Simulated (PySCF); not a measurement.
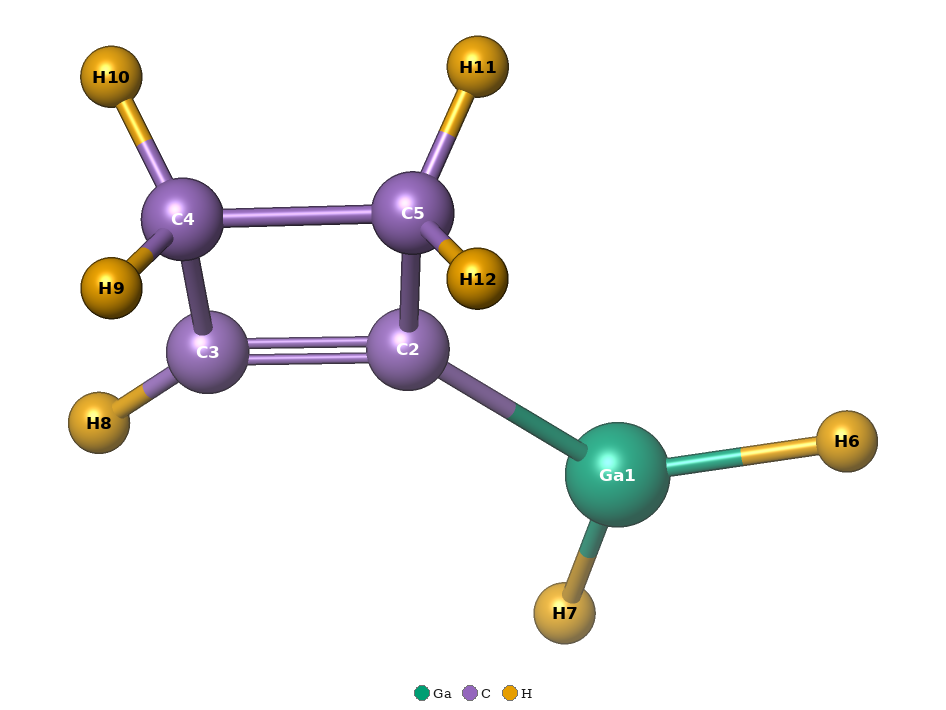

Distant atoms are faded towards the background colour. The geometry was computed by an optimisation with GFN2-xTB. No frequency run is at hand to confirm it as a minimum.

**How is the 4-membered ring C2–C3–C4–C5 puckered?**

It is planar. The Cremer–Pople amplitude Q is 0.00 Å.

**Give the torsion angles round the ring, beginning with the bond from its second to its third atom.**

0°, 0°, 0°, 0°.
